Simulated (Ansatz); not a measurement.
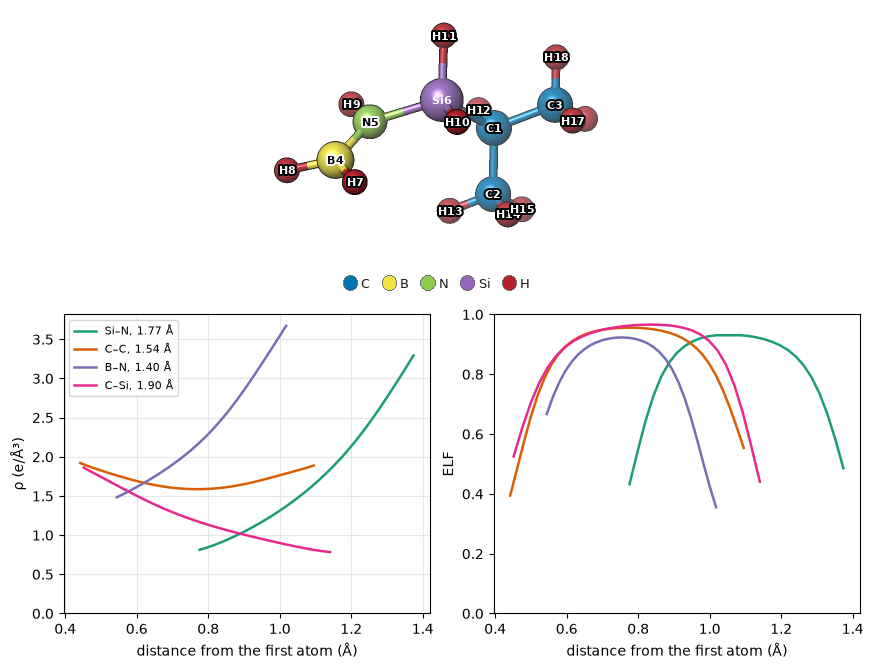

C$_{3}$H$_{12}$BNSi. Total electron density and electron localisation function along straight lines between neighbouring atoms. The curves leave out the atomic cores. The structure is drawn too.

Geometry: B3LYP/def2-SVP.

The calculation used Ansatz, isolated molecule in a Gaussian basis; Kohn-Sham density functional theory, functional PBE0.

```xyz
18

C    -0.8503   -0.2879    1.6473
C    -2.0847    0.4750    2.1541
C     0.1383   -0.5996    2.7846
B    -1.5517    2.1077   -1.6426
N    -1.0533    0.8892   -1.1548
Si    0.0269    0.6169    0.2245
H    -1.2373    3.1396   -1.0975
H    -2.2893    2.1123   -2.6011
H    -1.3493    0.0534   -1.6575
H     0.5181    1.9517    0.6643
H     1.1751   -0.2245   -0.2337
H    -1.1914   -1.2513    1.2194
H    -2.8092    0.6710    1.3477
H    -1.8037    1.4494    2.5895
H    -2.6081   -0.0950    2.9412
H    -0.3511   -1.1768    3.5880
H     0.5291    0.3252    3.2433
H     1.0030   -1.1881    2.4362
```

### What kind of bonding do the profiles show?

Si–N (1.77 Å): ρ is about 1 e/Å³ halfway; the ELF peaks at about 0.95 between the atoms; a polar covalent bond.
C–C (1.54 Å): ρ at the midpoint is about 1.6 e/Å³; the ELF peaks at about 0.95 between the atoms (a covalent bond).
B–N (1.40 Å): the density is about 1.9 e/Å³ at the midpoint; the ELF peaks at about 0.90 between the atoms; a polar covalent bond.
C–Si (1.90 Å): ρ is about 0.95 e/Å³ halfway; the ELF peaks at about 0.95 between the atoms, as expected for localised, covalent bonding.
